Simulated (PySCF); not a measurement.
Consider AsH9OSi3.

```xyz
14

Si    2.5592   -0.4727    0.4918
O     1.1718    0.2296    0.0644
Si   -0.3762    0.0785   -0.4621
Si   -1.5458    1.6676    0.7610
As   -0.9870   -2.1748   -0.2845
H     3.0595    0.3638    1.5784
H     3.4204   -0.4757   -0.6887
H     2.2651   -1.8423    0.9348
H    -0.2669    0.4017   -1.9037
H    -1.3569    1.5398    2.2136
H    -1.2350    3.0631    0.4338
H    -2.9885    1.5032    0.5288
H    -2.4233   -1.8479   -0.5922
H    -1.2971   -2.0343    1.1824
```

Geometry: GFN2-xTB.

Level of theory: PBE0/def2-SVPD, SCF density, gas phase (PySCF).

Q: Predict the electron density and electron localisation function between the atoms.

A: Si–O (1.61 Å): ρ is about 1.1 e/Å³ halfway; the ELF peaks at about 0.85 between the atoms: a polar covalent bond.
Si–As (2.34 Å): ρ at the midpoint is about 0.67 e/Å³; the ELF peaks at about 0.95 between the atoms: localised, covalent bonding.
Si–H (1.47 Å): ρ at the midpoint is about 0.8 e/Å³; the ELF climbs to about 1 towards the hydrogen, as it does in any bond to H.

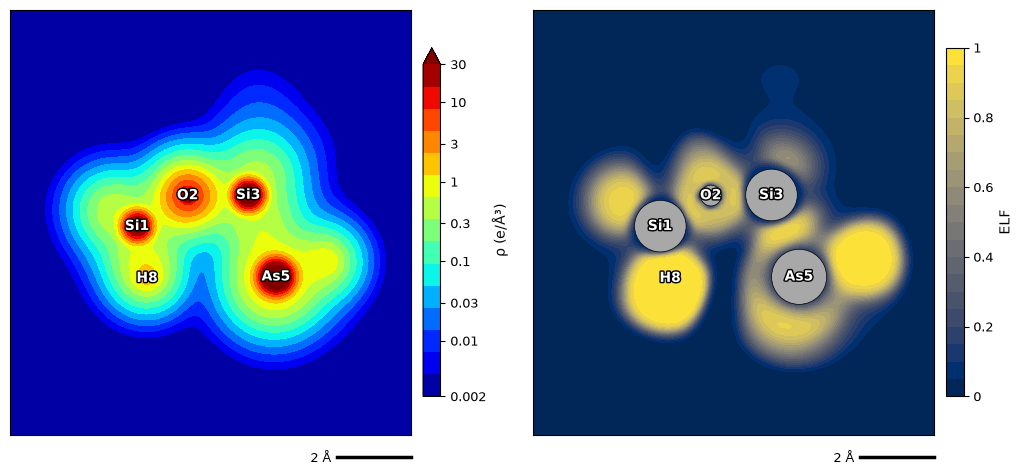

Computed electron density and electron localisation function on the plane of atoms O2, Si3 and As5, in this order. Grey discs cover the atomic cores in the ELF map. 
